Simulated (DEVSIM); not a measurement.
Structure: Si p+/n-/n+ power diode, at 300 K.

| layer (left to right) | material | thickness (μm) | Nd (cm⁻³) | Na (cm⁻³) | τn (s) | τp (s) |
|---|---|---|---|---|---|---|
| 1 | Si | 1.30 | - | 3.9e18 | 4e-7 | 4e-7 |
| 2 | Si | 57.0 | 1.1e15 | - | 4e-7 | 4e-7 |
| 3 | Si | 8.30 | 1.9e18 | - | 4e-7 | 4e-7 |

Left contact: ohmic. Right contact: ohmic. Voltage is applied to the left contact. Recombination: SRH at mid-gap, radiative. Gap narrowing is on: ΔEg = 6.92 meV × (l + √(l² + 0.5)), l = ln(N/1.3e17 cm⁻³), shared equally by both band edges. Mobility is μmin + (μ − μmin)/(1 + (N/Nref)^α).

Constants are typed, rounded textbook-type inputs, not results; the design itself was drawn at random and stands for no fabricated device. Values at 300 K.

| parameter | Si |
|---|---|
| gap (eV) | 1.124 |
| affinity (eV) | 4.05 |
| permittivity | 11.7 |
| Nc (cm⁻³) | 2.86e19 |
| Nv (cm⁻³) | 3.1e19 |
| μn (cm²/Vs) | 1417 |
| μp (cm²/Vs) | 470 |
| μn,min | 52 |
| μp,min | 45 |
| Nref,n | 9.7e16 |
| Nref,p | 2.2e17 |
| αn | 0.68 |
| αp | 0.72 |
| B (cm³/s) | 4.7e-15 |

DEVSIM, 1D drift-diffusion, Boltzmann statistics, complete ionisation; no tunnelling, impact ionisation, image-force lowering or self-heating.

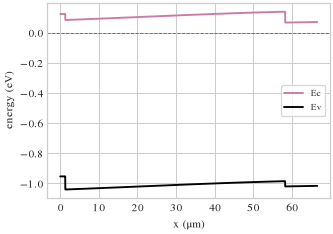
Band edges at 0.9 V on the left contact

Energies count from the Fermi level of the right contact; mesh points crowd at the junctions.

```tsv
x (μm)	Ec (eV)	Ev (eV)	n (cm⁻³)	p (cm⁻³)	field (V/cm)
0.000	0.123	-0.954	190	3.9e18	≈ 0
0.06629	0.123	-0.954	1.5e15	3.9e18	≈ 0
0.3220	0.123	-0.953	7.2e15	3.9e18	≈ 0
0.9649	0.123	-0.953	2.2e16	3.9e18	≈ 0
1.264	0.123	-0.953	2.8e16	3.9e18	≈ 0
1.314	0.091	-1.033	1.0e17	1.8e17	-9600
1.421	0.083	-1.040	1.4e17	1.3e17	≈ 0
2.182	0.084	-1.039	1.3e17	1.3e17	≈ 0
4.756	0.087	-1.037	1.3e17	1.3e17	≈ 0
15.20	0.098	-1.026	1.1e17	1.1e17	11
42.85	0.126	-0.997	1.0e17	9.9e16	≈ 0
55.86	0.137	-0.987	1.1e17	1.1e17	≈ 0
57.68	0.138	-0.986	1.2e17	1.2e17	≈ 0
58.16	0.138	-0.985	1.2e17	1.2e17	≈ 0
58.30	0.111	-1.013	3.5e17	3.9e16	-35000
58.36	0.066	-1.020	1.9e18	3.0e16	≈ 0
58.60	0.066	-1.020	1.9e18	2.9e16	≈ 0
59.56	0.067	-1.019	1.9e18	2.5e16	≈ 0
64.35	0.069	-1.017	1.9e18	7.9e15	≈ 0
66.05	0.070	-1.016	1.9e18	1.9e15	≈ 0
66.47	0.070	-1.016	1.9e18	4.5e14	≈ 0
66.60	0.070	-1.016	1.9e18	260	≈ 0
```
